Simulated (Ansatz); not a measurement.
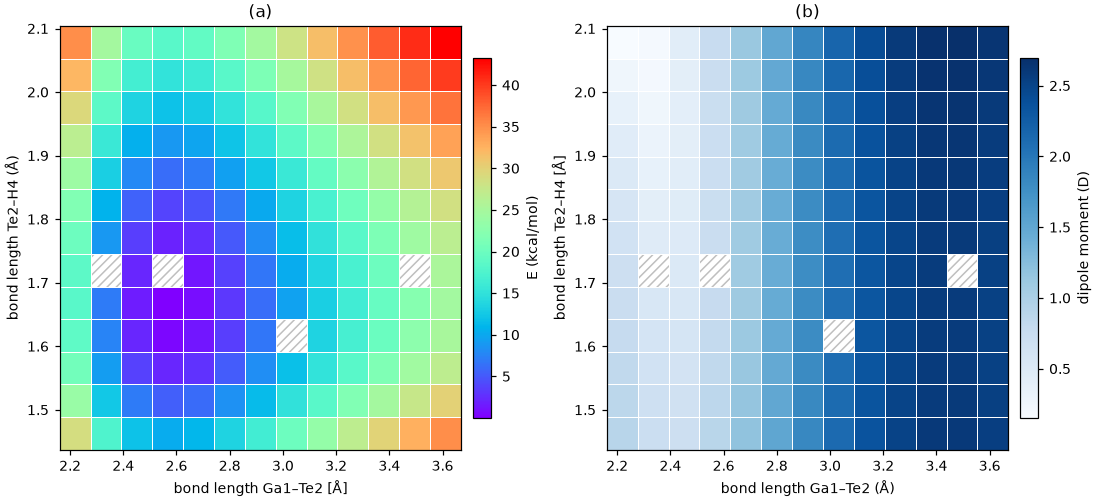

GaH2Te, SMILES [GaH][TeH], spin multiplicity 2. The first coordinate is: bond length Ga1–Te2; the second: bond length Te2–H4. Nothing is relaxed (all other coordinates rigid). The scan uses a 13 × 13 grid. At 4 points there is no value. Energies are in kcal/mol, from the relaxed molecule at the same level. The calculation used UKS B3LYP-D4/def2-TZVP in Ansatz.

Panel (a) is the energy and panel (b) the computed dipole moment on the same grid.

The picture shows one coloured cell a grid point, hatched blanks where no value was computed.

### How does the dipole moment vary over the map, and what is it at the lowest grid point?

Leaving out the highest fifth of the energies, it runs from 0.19 D at bond length Ga1–Te2 = 2.335 Å, bond length Te2–H4 = 2.078 Å to 2.60 D at bond length Ga1–Te2 = 3.380 Å, bond length Te2–H4 = 1.873 Å. At the lowest grid point, bond length Ga1–Te2 = 2.567 Å, bond length Te2–H4 = 1.668 Å, it is 0.78 D.

```csv
"bond length Te2–H4 ↓, bond length Ga1–Te2 →",2.219,2.335,2.451,2.567,2.683,2.799,2.915,3.031,3.147,3.263,3.380,3.496,3.612
2.078,0.15,0.19,0.43,0.76,1.13,1.50,1.86,2.17,2.42,2.59,2.68,2.69,2.64
2.027,0.26,0.21,0.41,0.74,1.11,1.49,1.84,2.15,2.40,2.57,2.66,2.67,2.62
1.976,0.36,0.25,0.41,0.73,1.10,1.47,1.82,2.13,2.38,2.55,2.64,2.65,2.59
1.924,0.44,0.31,0.42,0.72,1.09,1.46,1.81,2.12,2.36,2.53,2.62,2.63,2.58
1.873,0.52,0.36,0.43,0.73,1.08,1.45,1.80,2.10,2.35,2.52,2.60,2.61,2.56
1.822,0.59,0.41,0.46,0.73,1.08,1.45,1.79,2.09,2.34,2.50,2.59,2.60,2.55
1.771,0.65,0.46,0.49,0.74,1.09,1.45,1.79,2.09,2.33,2.49,2.58,2.59,2.54
1.719,0.70,–,0.52,–,1.09,1.45,1.79,2.09,2.32,2.49,2.57,–,2.53
1.668,0.75,0.56,0.56,0.78,1.11,1.46,1.79,2.09,2.32,2.49,2.57,2.58,2.53
1.617,0.79,0.60,0.59,0.80,1.12,1.47,1.80,–,2.33,2.49,2.57,2.58,2.53
1.566,0.83,0.64,0.63,0.83,1.14,1.48,1.81,2.10,2.33,2.49,2.58,2.59,2.53
1.514,0.87,0.69,0.67,0.86,1.16,1.50,1.82,2.11,2.34,2.50,2.58,2.59,2.54
1.463,0.91,0.73,0.71,0.89,1.19,1.52,1.84,2.13,2.35,2.51,2.60,2.60,2.55
```
